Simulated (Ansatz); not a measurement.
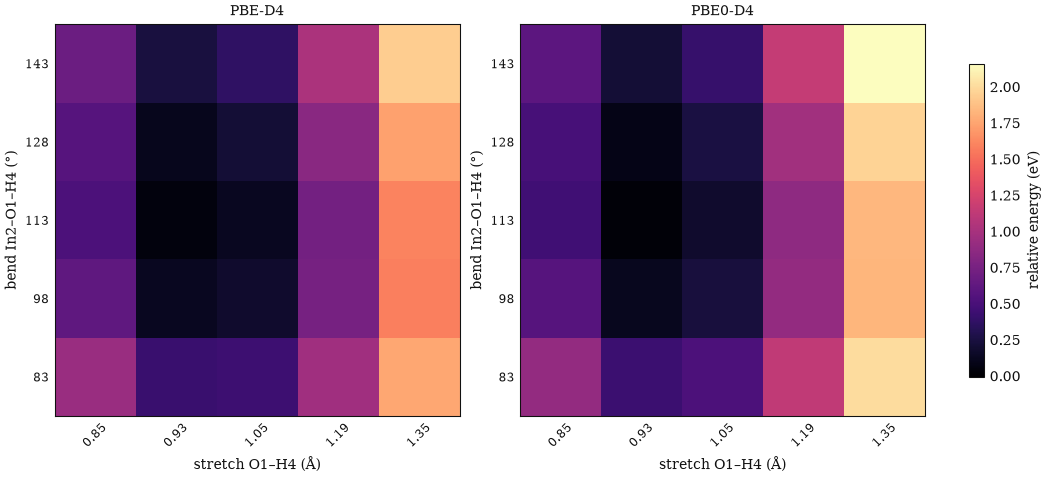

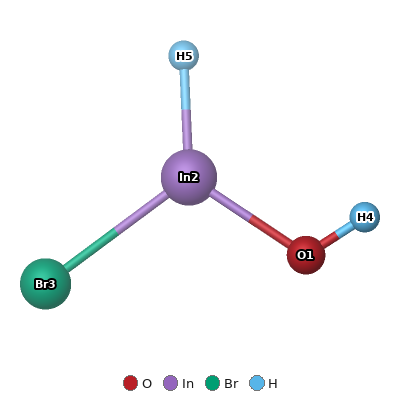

Energy landscape of InH₂OBr, SMILES [OH][InH][Br], singlet over the stretch O1–H4 and the bend In2–O1–H4. Method named on the plot, def2-TZVPP, the Ansatz code, cores frozen in correlated methods. A stretch and then a bend are set rigidly from the minimum (PBE0-D4/def2-TZVP); energies less that of the minimum; in a bend the first-named atom and what hangs on it turn. On heavy atoms the filled d shell below the valence is correlated. The map is drawn from 5 × 5 computed points.

Which computed point is the lowest, and which the highest?

Answer. PBE-D4: lowest at 0.93 Å and 113° (0.05 eV), highest at 1.35 Å and 143° (1.94 eV).

Give the energies on the grid for PBE-D4.

Answer. In eV; across: stretch O1–H4 (Å), down: bend In2–O1–H4 (°).
```
     0.85  0.93  1.05  1.19  1.35
 83  0.93  0.42  0.43  0.97  1.76
 98  0.62  0.13  0.17  0.75  1.58
113  0.52  0.05  0.12  0.73  1.60
128  0.56  0.11  0.21  0.84  1.73
143  0.69  0.25  0.37  1.03  1.94
```

Known limits of this run: restricted reference unstable towards unrestricted; spin-orbit coupling is left out, and with In it can shift these energies; no scalar relativity up to krypton; core potentials past krypton.
